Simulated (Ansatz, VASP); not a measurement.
## MgO: VASP beside Ansatz

One calculation is typed for both programs; each brings its own data sets. How far apart do they land? The cell is taken from a series of VASP runs on this material, whose earlier steps may have relaxed, scaled or displaced it; both programs get it as it stands. Valence electrons are named where the data sets of a main pair hold unlike numbers.

Method: plane waves, with VASP 6.6.1 beside it; band structure at HSE06, in Ansatz 0.2.0.

**1. The starting structure**

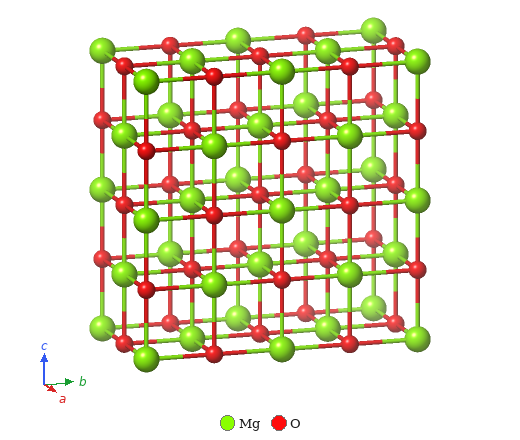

Start, viewed slightly off an axis; magnesium green, oxygen red. 1×2×2 cells are drawn. This picture shows the conventional cell, with its axes. Some periodic images of atoms are drawn too.

**2. Ansatz: band structure, HSE06**

Ansatz runs on its default PAW (the set named soft_2) files.

The same path points are solved in both programs, so levels can be compared one by one.

File input.yaml:

```yaml
crystal:
  lattice:
    - [0.0, 2.1006853663, 2.1006853663]
    - [2.1006853663, 0.0, 2.1006853663]
    - [2.1006853663, 2.1006853663, 0.0]
  atoms:
    - { symbol: Mg, position: [0.0, 0.0, 0.0] }
    - { symbol: O, position: [0.5, 0.5, 0.5] }
hamiltonian:
  xc: { exchange: pbe, correlation: pbe, exx: { coeff: 0.25, omega: 0.2 } }
  pseudopotentials: { kind: paw }
kpoints:
  mp_grid: { grid: [6, 6, 6] }
  band_path:
    path:
      - [0.0, 0.0, 0.0]
      - [0.5, 0.0, 0.5]
      - [0.5, 0.2, 0.7]
      - [0.4, 0.35, 0.75]
      - [0.15, 0.15, 0.3]
      - [0.2, 0.2, 0.2]
      - [0.55, 0.4, 0.55]
      - [0.6, 0.25, 0.65]
      - [0.5, 0.25, 0.75]
      - [0.5, 0.5, 0.5]
      - [0.375, 0.375, 0.75]
      - [0.5, 0.0, 0.5]
    npoints: 1
scf:
  occupations: { method: gaussian, width: 0.05 }
  n_extra_bands: 7
output:
  forces: true
  stress: true
  eigenvalues: true
  write_density: true
  write_potential: true
  elf: true
  volumetric_format: npy
```

Started as:

```bash
> ansatz run input.yaml --threads 4 --pin off --max-ram 9216MiB --backend cpu --events-out ev --progress --plain --runs-dir out
```

Numbers of over 12 decimals in the logs are rounded to 6 here.

Log:

```text
Warning: output.stress: scf.convergence.dr2_threshold = 1e-7 eV (the SCF's general default) is looser than the 2e-10 eV advised for a printed stress (1e-10 eV for each atom of the cell: 2). What an SCF threshold leaves in a stress goes as its square root, and in the free energy as the threshold itself, and one threshold admits the most on a small cell: [figures from the program's tests cut] Set scf.convergence.dr2_threshold to 2e-10 eV or tighter. The threshold is an SCF's pass mark: one that does not reach it within its budget of iterations ends unconverged, or closes short of it on a stop that the run arms, and scf.convergence.dr2_threshold's page says what that costs each kind of run
Warning: output.stress: scf.exx.energy_threshold = 1e-6 eV is looser than the 2e-8 eV advised for a stress under a hybrid functional (1e-8 eV for each atom of the cell: 2). Every SCF of the exchange loop can meet its threshold on dr2 while the loop round them stops early: no threshold on dr2 bounds what that leaves in the stress. Set scf.exx.energy_threshold to 2e-8 eV or tighter. The threshold is the loop's pass mark: a loop that does not reach it within its budget of cycles ends unconverged, and scf.exx.energy_threshold's page has the law
scf.n_extra_bands = 7 over 8 filled bands (N_el = 16.0): the run solves 15 bands
Engine: ansatz 0.2.0, aarch64-unknown-linux-gnu
Pseudopotentials: kind: paw
Pseudopotential: Mg, paw, valence charge 10, recommended cutoff 420 eV (normal), Mg.paw.azcp
Pseudopotential: O, paw, valence charge 6, recommended cutoff 420 eV (normal), O.paw.azcp
Functional definition: unnamed
  parameter a_1 = 0.25
  parameter omega_1 = 0.2/angstrom
  exchange = pbe_x + (-a_1)*pbe_x_sr(omega_1) + a_1*exact_x_sr(omega_1)
  correlation = pbe_c
Crystal: 2 atoms, lattice volume = 18.540 Å³
Basis set: ecut = 420 eV, 339 PW (Γ), exchange–correlation on 40×40×40 points (8 copies of the dense FFT grid, shifted against one another)
Bands: 15, of which v1, the nominal top of the filled ones, is band 8 counted from 1 (7 counted from 0)
Symmetry: 48 space group operations
Space group: Fm-3m (ITA 225), of the structure as read, at distance tolerance 2.6e-5 Å
k-points: 16 of 216
Non-local potential: Mg, projectors of the file, l = 0: 3, l = 1: 2, l = 2: 1
Non-local potential: O, projectors of the file, l = 0: 2, l = 1: 2, l = 2: 1
PAW form: soft (Blöchl's): semilocal exchange-correlation on the pseudo side does not see the compensation charge
PAW frozen core: Mg, regenerated for the run's functional, and the local potential with it (the file was generated under x = pbe(κ = 0.804, μ = 0.219515), c = pbe(β = 0.066725))
PAW frozen core: O, regenerated for the run's functional, and the local potential with it (the file was generated under x = pbe(κ = 0.804, μ = 0.219515), c = pbe(β = 0.066725))
PAW one-centre angular grid: Mg, 110 points (default); XC on 96 Gauss nodes
PAW one-centre angular grid: O, 110 points (default); XC on 96 Gauss nodes
Initial density: superposition of atomic densities (neutral atoms: chi_scale 0, normalization atom), corrected by the library's trained network
Initial wavefunctions: pseudopotential atomic-orbital guess
Functional: x = pbe(κ = 0.804, μ = 0.219515), c = pbe(β = 0.066725), warm-up for x = pbe(κ = 0.804, μ = 0.219515) + 0.25 (exact − pbe) at short range (hse, ω = 0.2 Å⁻¹), c = pbe(β = 0.066725)
SCF iter   1: F=—  HF=-2494.126618 eV  |F-HF|=—  |Δ(HF+E_count)|=         —  Δρ=6.79e-4  dr2=3.21e-5  ethr=1.77e-3  ⟨swp⟩=2.2  Hψ=1563  notcnv=0
preconditioner: auto → none  [insulator: Δε(μ)=4.814 eV  Ē_g=22.764 eV  σ=0.050 eV  W_gap=1.00  n_scr=8 (ndim 8)  ℏωp=24.4 eV  f_vac=0.000  D(μ)=0.00/eV (n_scr^D=0)]
SCF iter   2: F=-2494.126768 eV  HF=-2494.126730 eV  |F-HF|=3.78e-5  |Δ(HF+E_count)|=   1.12e-4  Δρ=3.16e-4  dr2=5.32e-6  ethr=2.01e-7  ⟨swp⟩=2.8  Hψ=391  notcnv=0  defer=5
SCF 1 stopped early in 2 iterations: F = -2494.126768 eV  dr2 = 5.32e-6
  greatest PAW one-centre occupation: 1.000 electrons in one spin orbital (limit 2), on the Mg atom at site 0 (counted from 0), in its partial waves of l = 0
Initial density: handed on by an earlier stage of this run
Initial wavefunctions: those handed on with the density
Functional: x = pbe(κ = 0.804, μ = 0.219515) + 0.25 (exact − pbe) at short range (hse, ω = 0.2 Å⁻¹), c = pbe(β = 0.066725)
Exchange kernel: α = 0.2500, screened, ω = 0.2000 Å⁻¹, Wigner–Seitz truncation, v(0) = 1118.0932 eV·Å³, q-mesh 6×6×6, nearest image of the exchange supercell L = 17.82 Å, pair-density grid 12×12×12, without the augmentation charges, whose exchange is taken in its separable form by FFT convolution over the k-point mesh (sized by the pseudopotential files, 18×18×18 at the most), smooth part of the exact exchange by density-matrix convolution
Frozen-core exchange: fock
SCF iter   1: F=—  HF=-2494.351472 eV  |F-HF|=—  |Δ(HF+E_count)|=         —  Δρ=7.79e-3  dr2=5.60e-3  ethr=3.32e-7  ⟨swp⟩=6.1  Hψ=1114  notcnv=0
preconditioner: auto → none  [insulator: Δε(μ)=6.549 eV  Ē_g=25.437 eV  σ=0.050 eV  W_gap=1.00  n_scr=8 (ndim 8)  ℏωp=24.4 eV  f_vac=0.000  D(μ)=0.00/eV (n_scr^D=0)]
SCF iter   2: F=—  HF=-2494.349211 eV  |F-HF|=—  |Δ(HF+E_count)|=   2.26e-3  Δρ=3.77e-3  dr2=1.16e-3  ethr=3.32e-7  ⟨swp⟩=3.0  Hψ=496  notcnv=0
SCF iter   3: F=—  HF=-2494.351951 eV  |F-HF|=—  |Δ(HF+E_count)|=   2.74e-3  Δρ=1.43e-3  dr2=4.24e-4  ethr=3.32e-7  ⟨swp⟩=3.5  Hψ=509  notcnv=0
SCF iter   4: F=—  HF=-2494.351849 eV  |F-HF|=—  |Δ(HF+E_count)|=   1.02e-4  Δρ=6.42e-4  dr2=6.90e-5  ethr=3.32e-7  ⟨swp⟩=3.8  Hψ=457  notcnv=0
iter 5 solved again at ethr=3.95e-9 eV; its pass at ethr=3.32e-7 eV (dr2=6.32e-7 eV) is discarded
SCF iter   5: F=—  HF=-2494.351832 eV  |F-HF|=—  |Δ(HF+E_count)|=   1.77e-5  Δρ=8.91e-5  dr2=3.64e-6  ethr=3.95e-9  ⟨swp⟩=3.3  Hψ=961  notcnv=0  defer=4
SCF iter   6: F=-2494.351849 eV  HF=-2494.351852 eV  |F-HF|=3.69e-6  |Δ(HF+E_count)|=   2.06e-5  Δρ=9.13e-5  dr2=1.79e-6  ethr=3.74e-9  ⟨swp⟩=3.2  Hψ=455  notcnv=0
SCF 2 stopped early in 6 iterations: F = -2494.351849 eV  dr2 = 1.79e-6
hybrid outer 1: dexx = +3.375e-3 eV, tail = 3.60e-5 eV
Exchange kernel: α = 0.2500, screened, ω = 0.2000 Å⁻¹, Wigner–Seitz truncation, v(0) = 1118.0932 eV·Å³, q-mesh 6×6×6, nearest image of the exchange supercell L = 17.82 Å, pair-density grid 12×12×12, without the augmentation charges, whose exchange is taken in its separable form by FFT convolution over the k-point mesh (sized by the pseudopotential files, 18×18×18 at the most), smooth part of the exact exchange by density-matrix convolution
Frozen-core exchange: fock
SCF iter   1: F=—  HF=-2494.351820 eV  |F-HF|=—  |Δ(HF+E_count)|=         —  Δρ=7.46e-5  dr2=8.96e-7  ethr=1.13e-6  ⟨swp⟩=2.4  Hψ=486  notcnv=0
preconditioner: auto → none  [insulator: Δε(μ)=6.589 eV  Ē_g=25.423 eV  σ=0.050 eV  W_gap=1.00  n_scr=8 (ndim 8)  ℏωp=24.4 eV  f_vac=0.000  D(μ)=0.00/eV (n_scr^D=0)]
SCF iter   2: F=—  HF=-2494.351819 eV  |F-HF|=—  |Δ(HF+E_count)|=   3.13e-7  Δρ=1.51e-5  dr2=3.59e-8  ethr=5.44e-9  ⟨swp⟩=3.1  Hψ=469  notcnv=0
SCF iter   3: F=—  HF=-2494.351819 eV  |F-HF|=—  |Δ(HF+E_count)|=   1.45e-7  Δρ=1.07e-5  dr2=1.65e-8  ethr=7.77e-11  ⟨swp⟩=3.9  Hψ=646  notcnv=0  defer=1
SCF iter   4: F=-2494.351819 eV  HF=-2494.351819 eV  |F-HF|=1.50e-11  |Δ(HF+E_count)|=   5.49e-9  Δρ=6.01e-7  dr2=1.88e-10  ethr=7.77e-11  ⟨swp⟩=3.0  Hψ=416  notcnv=0
SCF 3 converged in 4 iterations: F = -2494.351819 eV  dr2 = 1.88e-10
  Residual-converged pass: ⟨swp⟩=2.6  Hψ=377  notcnv=0  max |occ|·‖R‖ = 2.4e-6 eV (tolerance 2.4e-6 eV)  dr2=1.87e-10  dr2_onsite=1.03e-11  max |Δocc| = 0.0e0
hybrid outer 2: dexx = +1.172e-7 eV, tail = 8.75e-9 eV, Δε = 3.49e-3 eV (about 1.21e-4 eV left of the loop's levels)
NSCF: frozen V_eff on 12 k-points
hybrid SCF converged: 2 outer / 10 inner (+2 warm-up), last move |dexx| = 1.17e-7 eV, tail = 8.75e-9 eV
Stability not checked: this state was not tested for a lower state beside it, because the functional holds exact exchange (a hybrid, or Hartree-Fock), whose exchange loop this test does not read (fock_operator; see scf.lower_state_search)
Free energy (F): -2494.351819 eV
Frozen-core exchange: fock
Harris-Foulkes:  -2494.351819 eV  (|F-HF|=1.50e-11)
Internal energy: -2494.351819 eV  (E = F + TS)
E sigma→0 (E₀):  -2494.351819 eV
Fermi energy:    10.254168 eV
--- Per-component energies (eV) ---
  E_band       = -338.664384
  E_kinetic    = 257.054153
  E_local      = -1597.945998  (includes V_loc(G=0)·N_el)
  E_nonlocal   = 141.099492
  E_hartree    = 553.616974
  E_xc         = -84.797338
  E_vxc        = -107.705187  (∫ρ·V_xc dr)
  E_exx        = -71.772685  (= α·E_x^exact, valence–valence)
  E_paw        = -398.899604  (= ΣΔE_a)
  E_vpaw       = 5.142103  (= ΣTr[D̂ρ^β])
  E_aug_tail   = 0.002496  (compensation charges beyond the density's cutoff)
  E_ewald      = -1292.647755
  E_core_change = -0.061555  (= ΣΔE_core)
  E_smearing   = -0.000000  (= −TS)
  E_closure    = 0.000000  (closes the sum)
  Σ components = -2494.351819   (vs F -2494.351819, Δ=0.00e0)
--- Forces (eV/Å), atoms counted from 1 ---
  atom   1  Mg    -0.00000000     0.00000000     0.00000000
  atom   2  O      0.00000000     0.00000000     0.00000000
  max |Σ_I F_I| component: 2.04e-29 eV/Å
--- Stress (GPa, compression-positive) ---
       -0.010363       0.000000       0.000000
        0.000000      -0.010363      -0.000000
       -0.000000      -0.000000      -0.010363
  P = ⅓ Tr σ = -0.0104 GPa (-0.104 kbar)
--- Band table (eV; the first three rows and the last of 16) ---
  k-point 0: bands = [... 4 lower, -11.8956, 6.9599, 6.9599, 6.9599, 13.5480, 24.8179, 24.8179, 24.8179, ... 3 higher]
  k-point 1: bands = [... 4 lower, -11.5845, 5.3942, 6.7682, 6.7682, 15.0093, 22.4483, 25.4364, 25.4364, ... 3 higher]
  k-point 2: bands = [... 4 lower, -10.8888, 3.0446, 6.4091, 6.4091, 16.5600, 21.4899, 25.7189, 25.7189, ... 3 higher]
  k-point 15: bands = [... 4 lower, -10.2063, 3.1418, 4.5515, 5.1604, 19.4520, 20.5441, 21.7022, 25.8592, ... 3 higher]
```

Run time: 6.9 s. Hardware: 4 threads of Arm Neoverse V2, shared host; peak memory 0.54 GiB; 24 s of CPU time.

The column dr2 measures how far the density is from self-consistency, as an energy; F and HF (Harris–Foulkes) agree once it is small.

**3. VASP: band structure, HSE06**

The same cell, functional, mesh and smearing now go to VASP, with its own data sets.

Lines of VASP's logs that name or quote its potential files are left out, and so is its time.

The run reads the wave functions of an earlier VASP run, which isn't shown here.

File INCAR:

```
SYSTEM = MgO
PREC = Accurate
ENCUT = 520
EDIFF = 1E-06
NELM = 100
ISMEAR = 0
SIGMA = 0.05
LREAL = .FALSE.
ALGO = Normal
LHFCALC = .TRUE.
AEXX = 0.25
GGA = PE
HFSCREEN = 0.2
LASPH = .TRUE.
NBANDS = 10
PRECFOCK = Fast
LORBIT = 11
LWAVE = .FALSE.
LCHARG = .FALSE.
KPAR = 2
```

File POSCAR:

```
MgO
1.0
    0.0000000000      2.1006853663      2.1006853663
    2.1006853663      0.0000000000      2.1006853663
    2.1006853663      2.1006853663      0.0000000000
Mg O
1 1
Direct
    0.0000000000      0.0000000000      0.0000000000
    0.5000000000      0.5000000000      0.5000000000
```

File KPOINTS:

```
Automatic mesh
0
Gamma
6 6 6
0 0 0
```

File KPOINTS_OPT:

```
Line mode
6
Line-mode
Reciprocal
  0.00000000   0.00000000   0.00000000 GAMMA
  0.50000000   0.00000000   0.50000000 X

  0.50000000   0.00000000   0.50000000 X
  0.50000000   0.25000000   0.75000000 W

  0.50000000   0.25000000   0.75000000 W
  0.37500000   0.37500000   0.75000000 K

  0.37500000   0.37500000   0.75000000 K
  0.00000000   0.00000000   0.00000000 GAMMA

  0.00000000   0.00000000   0.00000000 GAMMA
  0.50000000   0.50000000   0.50000000 L

  0.50000000   0.50000000   0.50000000 L
  0.62500000   0.25000000   0.62500000 U

  0.62500000   0.25000000   0.62500000 U
  0.50000000   0.25000000   0.75000000 W

  0.50000000   0.25000000   0.75000000 W
  0.50000000   0.50000000   0.50000000 L

  0.50000000   0.50000000   0.50000000 L
  0.37500000   0.37500000   0.75000000 K

  0.62500000   0.25000000   0.62500000 U
  0.50000000   0.00000000   0.50000000 X
```

PAW data sets: Mg and O (PBE family, release 64).

Started as:

```bash
> mpirun -np 2 vasp_std
```

Log:

```text
[banner, memory and clock lines left out]
running    2 mpi-ranks, on    1 nodes
 distrk:  each k-point on    1 cores,    2 groups
 distr:  one band on    1 cores,    1 groups

 POSCAR found type information on POSCAR MgO
 POSCAR found :  2 types and       2 ions
 LDA part: xc-table for (Slater+PW92), standard interpolation
 found WAVECAR, reading the header
 POSCAR, INCAR and KPOINTS ok, starting setup
 FFT: planning ... GRIDC
 FFT: planning ... GRID_SOFT
 FFT: planning ... GRID
 reading WAVECAR
 the WAVECAR file was read successfully
 initial charge from wavefunction
 entering main loop
       N       E                     dE             d eps       ncg     rms          rms(c)
DAV:   1    -0.142307105692E+02   -0.14231E+02   -0.33468E-01   320   0.405E+00    0.287E-01
DAV:   2    -0.142320585770E+02   -0.13480E-02   -0.24137E-03   336   0.430E-01    0.201E-01
DAV:   3    -0.142316034459E+02    0.45513E-03   -0.39454E-04   334   0.124E-01    0.128E-01
DAV:   4    -0.142314620428E+02    0.14140E-03   -0.57633E-05   324   0.731E-02    0.780E-02
DAV:   5    -0.142314113645E+02    0.50678E-04   -0.17988E-05   322   0.526E-02    0.445E-02
DAV:   6    -0.142313948688E+02    0.16496E-04   -0.64681E-06   320   0.309E-02    0.255E-02
DAV:   7    -0.142313895102E+02    0.53586E-05   -0.22016E-06   324   0.167E-02    0.150E-02
DAV:   8    -0.142313877371E+02    0.17731E-05   -0.82870E-07   160   0.996E-03    0.902E-03
DAV:   9    -0.142313871615E+02    0.57558E-06   -0.33013E-07   162   0.698E-03
   1 F= -.14231387E+02 E0= -.14231387E+02  d E =-.218560E-13
 Start KPOINTS_OPT (optional k-point list driver)
k-point batch [1-16\60]
       N       E                     dE             ncg
DAV:   1    -0.587321217432E+02   -0.52498E+04      376
DAV:   2    -0.501596326655E+03   -0.44286E+03      354
DAV:   3    -0.514474720940E+03   -0.12878E+02      364
DAV:   4    -0.514580301381E+03   -0.10558E+00      362
DAV:   5    -0.514580552931E+03   -0.25155E-03      362
DAV:   6    -0.514580554010E+03   -0.10790E-05      380
DAV:   7    -0.514580554016E+03   -0.55093E-08      260
[...]
k-point batch [49-60\60]
       N       E                     dE             ncg
DAV:   1     0.127244840159E+04   -0.44299E+04      264
DAV:   2     0.899541057589E+03   -0.37291E+03      272
DAV:   3     0.888763419355E+03   -0.10778E+02      274
DAV:   4     0.888682599897E+03   -0.80819E-01      280
DAV:   5     0.888682401646E+03   -0.19825E-03      290
DAV:   6     0.888682401000E+03   -0.64621E-06      282
```

(Continued in part 2 of 2.)

[Lines on the potential files, build, host, timing and source positions are cut from VASP's logs without a mark.]

[Logs are printed without paths, hosts, clocks, repeated set-up lines and the standing remarks that a program may print on its own settings, such as how far it seeks lower states.]

[Hosts, paths, dates, database ids (printed as entryN), source tags and the programs' standing remarks are cut or masked in the printed files.]
